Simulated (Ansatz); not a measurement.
The starting structures come from a database of crystals and need not be the phases stable at ambient conditions.

 Where the default PAW files enter, the runs use the earlier of Ansatz's two default sets.

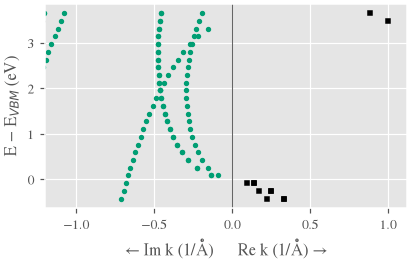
Figure. Complex bands at the centre of the two-dimensional zone; r2SCAN run with Ansatz (a first-principles code)

No gap correction and no spin-orbit coupling; mid-gap values are interpolated between computed energies.

Question: This is Li2Se (Fm-3m, anti-fluorite, not sure to be the ambient phase, 3 atoms a cell, 17.6 Å³ an atom) along the normal of (001). Read off the slowest decay at the centre of the two-dimensional zone at 1.78 eV, the computed energy nearest the middle of the gap.

Answer: κ ≈ 0.29 1/Å, a decay length 1/(2κ) of the density of 1.7 Å.
